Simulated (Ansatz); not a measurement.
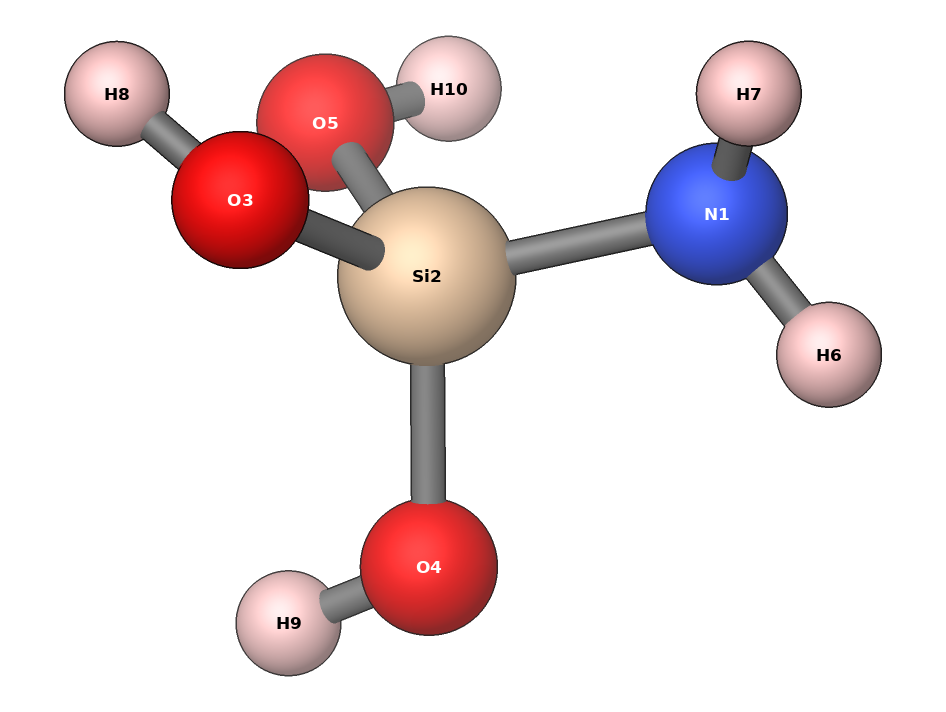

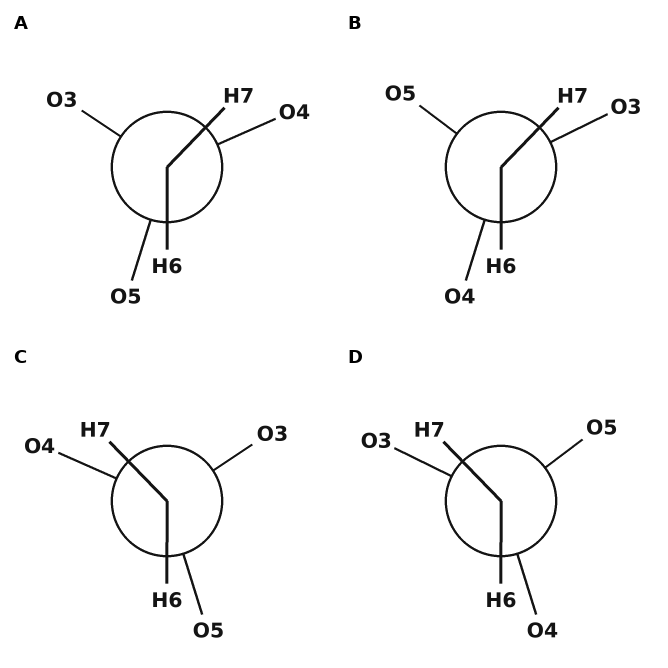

Depth is shown by fading: the farther an atom, the more it takes the colour of the background. Bonds that would overlap in a projection are set slightly apart. The geometry was computed by an optimisation with PBE-D4/def2-SVP. No frequency run is at hand to confirm it as a minimum.

Question: Which Newman projection shows the view along N1–Si2, with N1 in front?

Answer: D. The torsion angle H6–N1–Si2–O3 is 116°, anticlinal.
